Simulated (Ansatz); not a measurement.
# H$_{5}$NO$_{2}$Si···H$_{2}$: what the fields show

The calculation's input:

```
crystal:
  periodic: [false, false, false]
  atoms:
    - { symbol: Si, position_ang: [-0.279528, -0.205195, 0.189754] }
    - { symbol: "N", position_ang: [0.057469, -0.193652, 1.93497] }
    - { symbol: H, position_ang: [-0.47014, -0.898102, 2.442922] }
    - { symbol: H, position_ang: [0.082818, 0.666377, 2.467855] }
    - { symbol: O, position_ang: [1.072312, -0.081226, -0.770944] }
    - { symbol: H, position_ang: [1.824251, -0.615295, -0.477547] }
    - { symbol: O, position_ang: [-1.259971, 1.040396, -0.286326] }
    - { symbol: H, position_ang: [-1.07119, 1.389217, -1.170139] }
    - { symbol: H, position_ang: [-0.920175, -1.531132, -0.012274] }
    - { symbol: H, position_ang: [1.529223, 1.665952, 0.78584] }
    - { symbol: H, position_ang: [1.347332, 1.627161, 1.471089] }
basis:
  gaussian: { orbitals: "6-31G*" }
hamiltonian:
  xc: b3lyp
  dispersion: d4
relax:
  f_tol: 0.03
  max_steps: 50
output:
  orbitals: {}
```

Command:

```sh
ansatz run input.yaml --threads 1 --pin off --max-ram 2048MiB --backend cpu --events-out ev --progress --plain --runs-dir out
```

The fields are those of the run's last geometry, not of the input's.

These are results of Ansatz 0.2.0, RKS B3LYP-D4/6-31G*, not measurements.

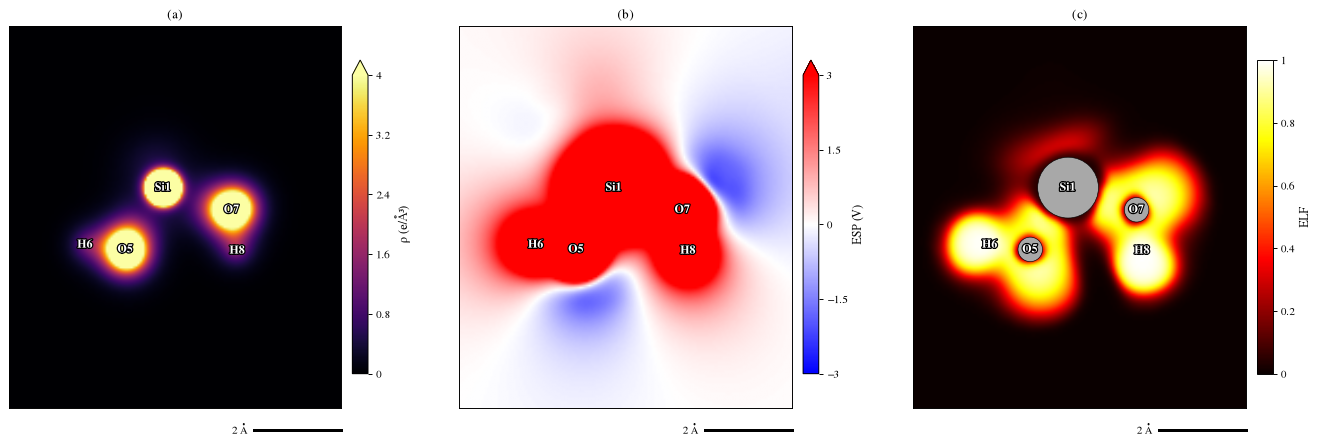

Figure 1. (a) total electron density; (b) molecular electrostatic potential; (c) ELF on the plane of atoms O5, Si1 and O7. Grey discs cover the atomic cores in the ELF map.

Read the bonding off the picture.

- The plane passes through Si, O and H nuclei.
- O5···H8 (2.57 Å): the density falls to about 0.11 e/Å³ on the way; the ELF dips to about 0.05 between them (a closed-shell contact with the geometry of a hydrogen bond).
- Si–O (1.66 Å): ρ at the midpoint is about 1.1 e/Å³; the ELF peaks at about 0.85 between the atoms: a shared but strongly polarised pair.
- O–H (0.97 Å): ρ is about 3.6 e/Å³ halfway; the ELF climbs to about 1 towards the hydrogen, as it does in any bond to H: an ordinary covalent bond to hydrogen.
- The ELF also peaks beside O5 and O7, away from the bonds: lone-pair regions.
- Outside the dense part of the complex the potential is most negative (−2.1 V) near O7.

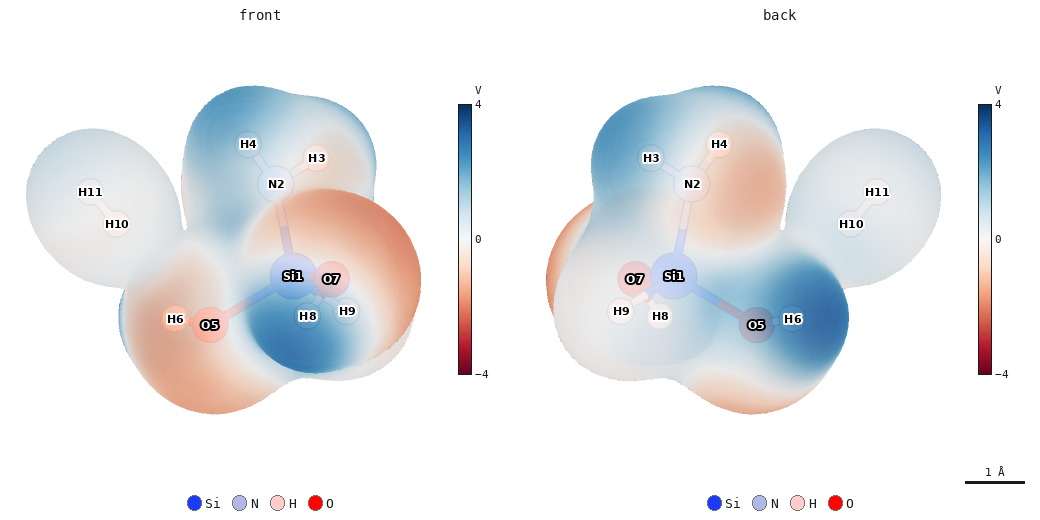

Figure 2. The electrostatic potential painted on the density surface at 0.004 e/bohr³, seen from the front and from behind; the colour scale runs from red (negative) to blue (positive).

Describe the electrostatic potential map.

The most negative region (about −1.8 V) lies over O7, the most positive (about +3.1 V) over H6. O7 is the likeliest acceptor of a hydrogen bond.

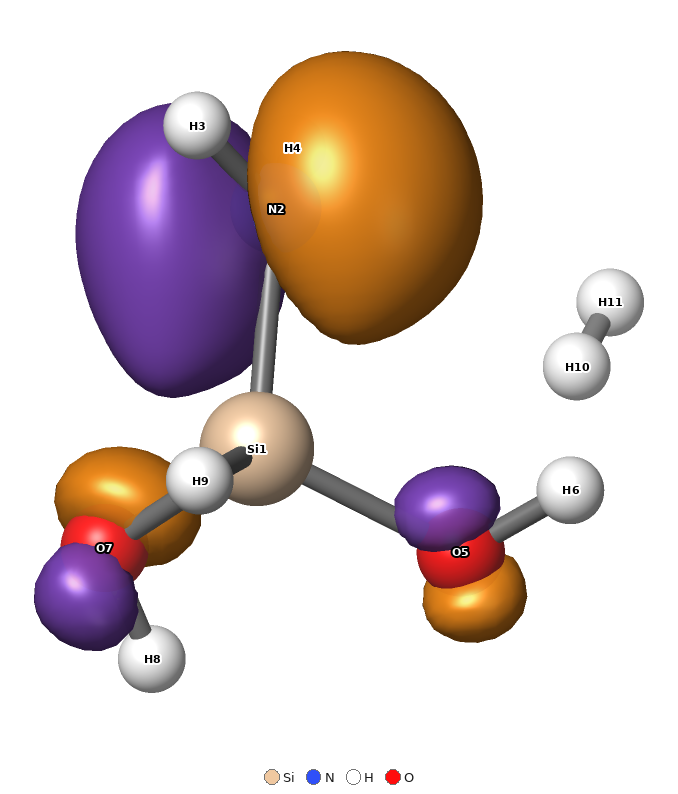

Figure 3. The HOMO at ±0.15 Å⁻³ᐟ² (orange and purple are the two phases), seen at an oblique angle.

What is the character of this orbital?

Its weight (Hirshfeld) is mainly on N2 (about 70 %) and O7 (about 5 %); largely a lone pair of N2. Its energy is −7.19 eV.

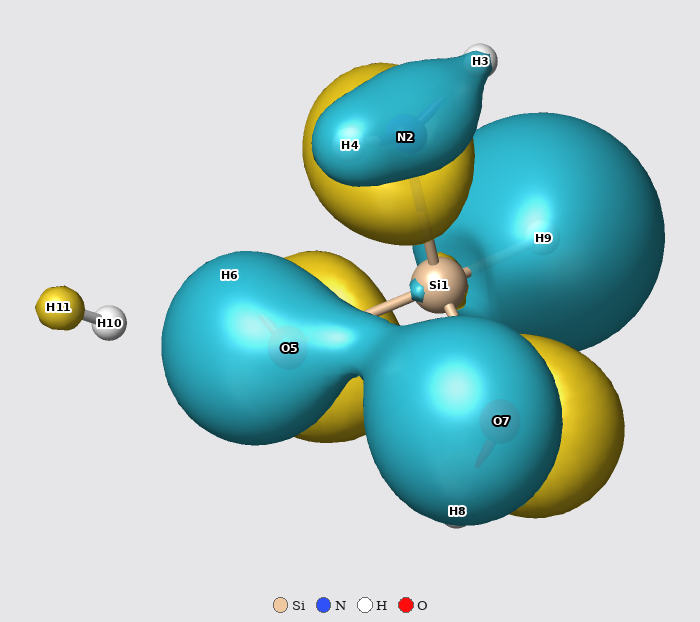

Figure 4. The HOMO−1 at ±0.08 Å⁻³ᐟ² (yellow and cyan are the two phases), seen at a tilt.

Where does this orbital lie, and at what energy?

Its weight (Hirshfeld) is mainly on O7 (about 25 %), O5 (about 25 %), H9 (about 20 %), Si1 (about 15 %) and N2 (about 10 %). Its energy is −8.28 eV.
